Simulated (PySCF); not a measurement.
System: BiF (charge +1, doublet).

```xyz
2

Bi    0.0000    0.0000   -0.1663
F     0.0000    0.0000    1.8297
```

Core potentials replace the inner electrons of Bi.

Theory: PBE0/def2-SVPD, non-relativistic Hamiltonian with scalar-relativistic core potentials where named, at a bond length of 1.996 Å in PySCF.

Question: What can the converged electron density, electron localisation function and spin density tell about the bonding?

Answer: Bi–F (2.00 Å): the density is about 0.8 e/Å³ at the midpoint; the ELF peaks at about 0.85 in the valence shell of F, 0.5 Å from its nucleus, and drops to about 0.15 between the two atoms.
The unpaired spin (1 electron) lies mostly on Bi1 (about 1.0), in electrons by Hirshfeld's partition.

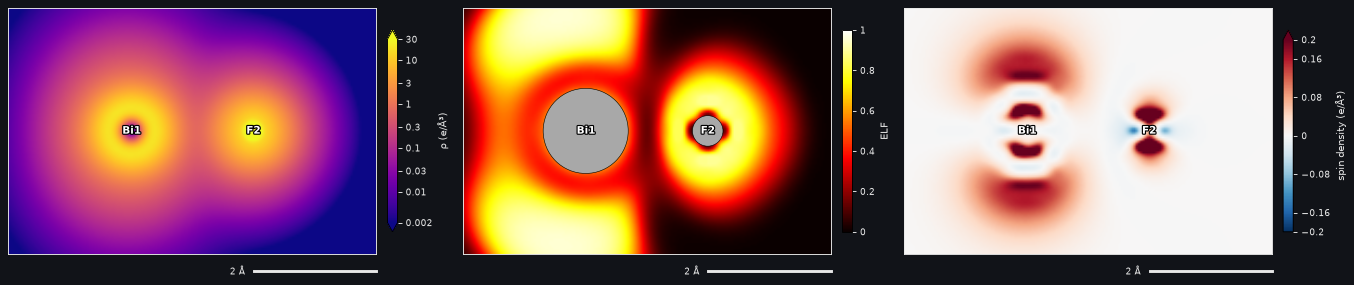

Computed electron density, electron localisation function and spin density on a plane that holds the molecular axis, in this order. Grey discs cover the atomic cores in the ELF map. 
